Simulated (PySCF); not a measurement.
Si(All)(F)(H)2, C₃H₇FSi, SMILES C(=C)C[SiH2]F at its PBE0/def2-SVP optimised geometry (Å):

```
12

Si    -0.2333     0.6892     0.0000
F     -0.7315     2.2412     0.0000
C     -0.8884    -0.1781    -1.5324
C     -0.5780    -1.6385    -1.4526
C      0.4708    -2.2435    -2.0177
H      1.2560     0.6892     0.0000
H     -0.7574     0.0443     1.2376
H     -1.9744     0.0034    -1.5974
H     -0.4218     0.2879    -2.4160
H     -1.2560    -2.2412    -0.8349
H      1.1829    -1.6945    -2.6428
H      0.6488    -3.3132    -1.8832
```

Computed with PBE0/def2-TZVP (PySCF 2.14.0). Cells within 0.4 Å of a nucleus heavier than hydrogen are left out (blank, or x).

Map of the electron localisation function on the plane z = 0.0 Å:

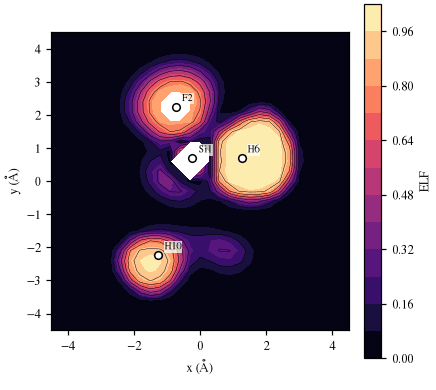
Electron localisation function on the plane z = 0.0 Å.
